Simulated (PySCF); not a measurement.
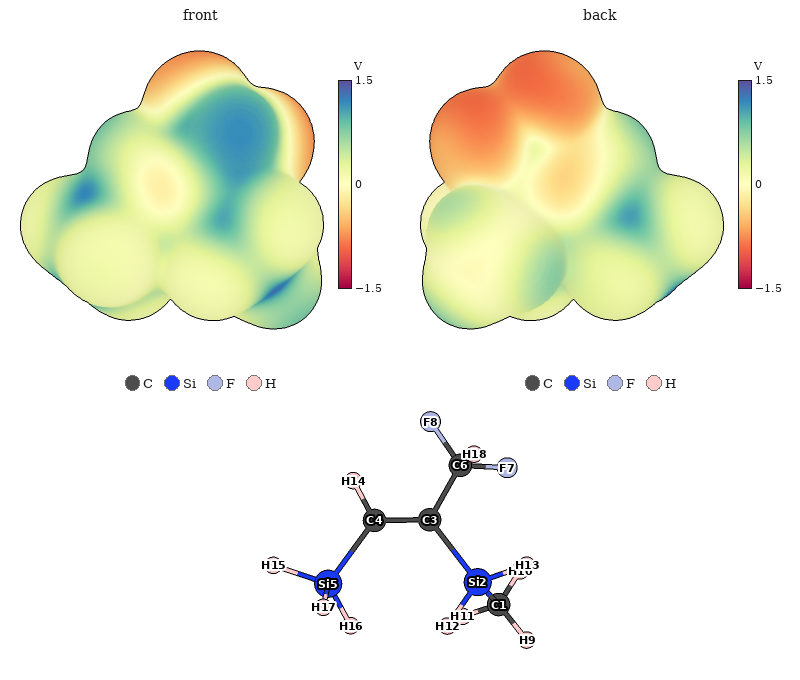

Figure. C4H10F2Si2 (SMILES C[SiH2]/C(=C\[SiH3])C(F)F). The electrostatic potential painted on the density surface at 0.002 e/bohr³, seen from the front and from behind; red is negative and blue positive. The bare structure is drawn below in the same view.

Geometry: GFN2-xTB.

Theory: PBE0/pcSseg-1, SCF density, gas phase, non-relativistic in PySCF.

```xyz
18

C     1.9923   -0.9825   -0.8923
Si    1.1274   -0.5368    0.7345
C    -0.2327    0.7313    0.3632
C    -1.4938    0.4792    0.0221
Si   -2.2975   -1.2133   -0.1598
C     0.2497    2.1474    0.4694
F     1.4763    2.2880   -0.1092
F    -0.5509    3.0496   -0.1527
H     2.7890   -1.7011   -0.7257
H     2.4292   -0.1020   -1.3556
H     1.2932   -1.4188   -1.6009
H     0.4875   -1.6999    1.3588
H     2.0684    0.0761    1.6814
H    -2.1412    1.3282   -0.1797
H    -3.5769   -1.0154   -0.8462
H    -1.4501   -2.1116   -0.9469
H    -2.5318   -1.7851    1.1692
H     0.3532    2.4730    1.5189
```

Question: Which sites attract a positive test charge, and which a negative one?

Answer: A positive charge is drawn to the negative regions and a negative charge to the positive ones. The most negative region (about −0.9 V) lies over F7 and F8, the most positive (about +1.2 V) over Si2 and Si5.

Question: What dipole moment does the calculation give?

Answer: Its dipole moment is 1.56 D.
